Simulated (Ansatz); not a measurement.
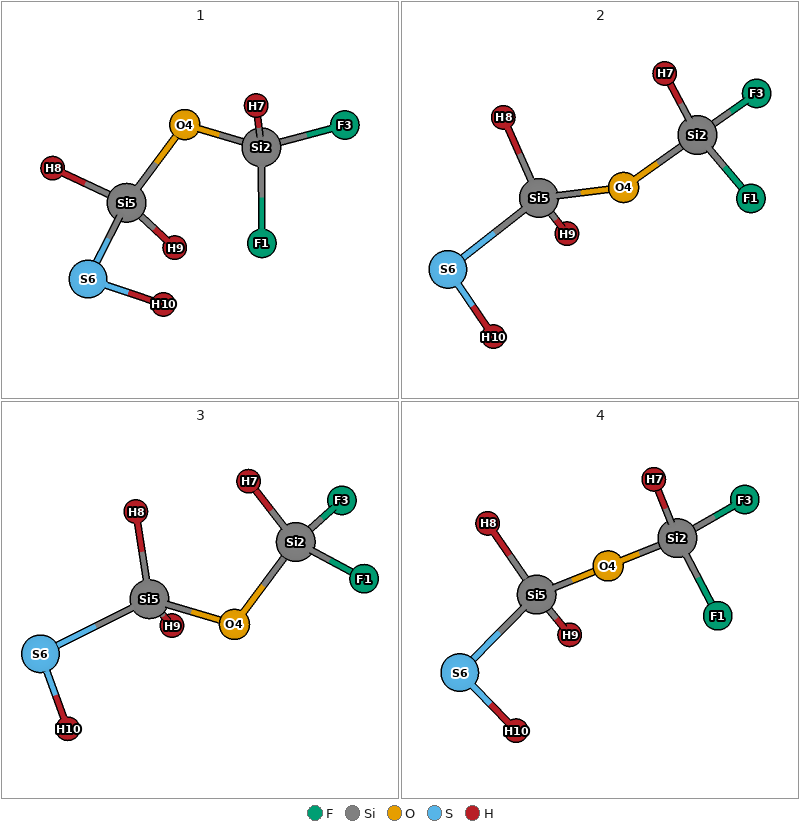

F₂H₄OSSi₂, SMILES F[SiH](F)O[SiH2]S. 
- First axis: angle Si2–O4–Si5 (carried through 180). Second axis: change of the bonds O4–Si2, O4–Si5, all alike.
- Nothing is relaxed (all other coordinates rigid).
- Grid: 11 × 11 points.
- Points are written as (first, second).
- All energies are given in eV relative to the lowest grid point.
- These are results of RKS PBE-D4/def2-SVP in Ansatz 0.2.0, not measurements.

The numbered pictures are structures from this grid.

Which is the most stable, and how do the others follow?

1, at (117.6°, 0.050 Å): 0.19 eV; 2, at (204.9°, 0.097 Å): 0.41 eV; 4, at (180.0°, −0.137 Å): 0.69 eV; 3, at (242.4°, 0.190 Å): 0.88 eV.

The map, with the structures marked:

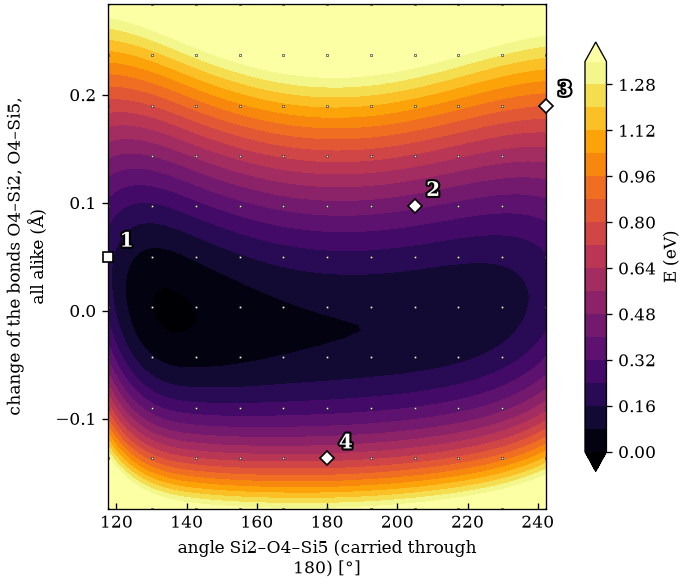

In the figure: filled contours, dots at the grid points, one colour for all values above the top of the scale. Between grid points the surface is interpolated.
